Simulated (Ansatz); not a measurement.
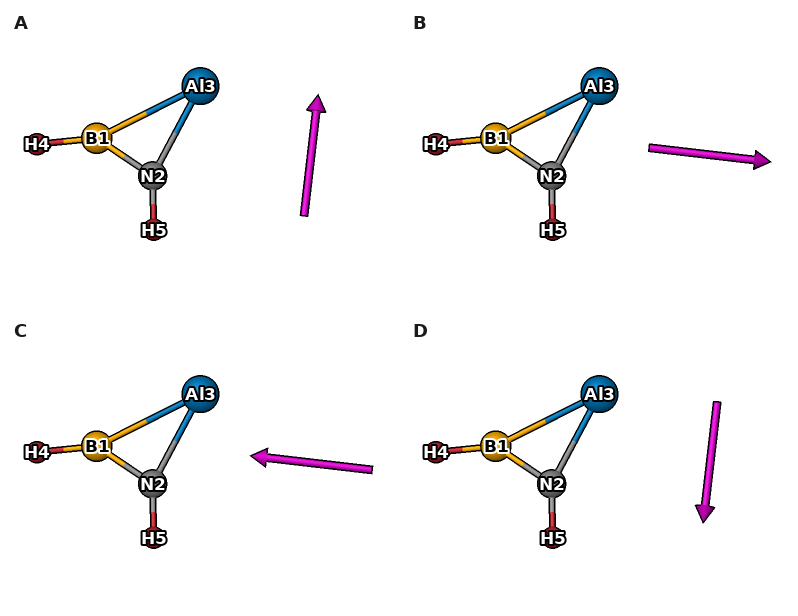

The same molecule four times, each with an arrow. Charge 0, doublet. Computed geometry: PBE0-D4/def2-TZVP optimisation. No frequency run is at hand to confirm it as a minimum. Method: UKS PBE0-D4/def2-TZVP (Ansatz 0.2.0).

**Which arrow points along the dipole moment, from the negative to the positive end?**

D. The dipole moment is 1.76 D; it points from the side of Al3 to the side of H5 (the outermost atoms at the two ends).
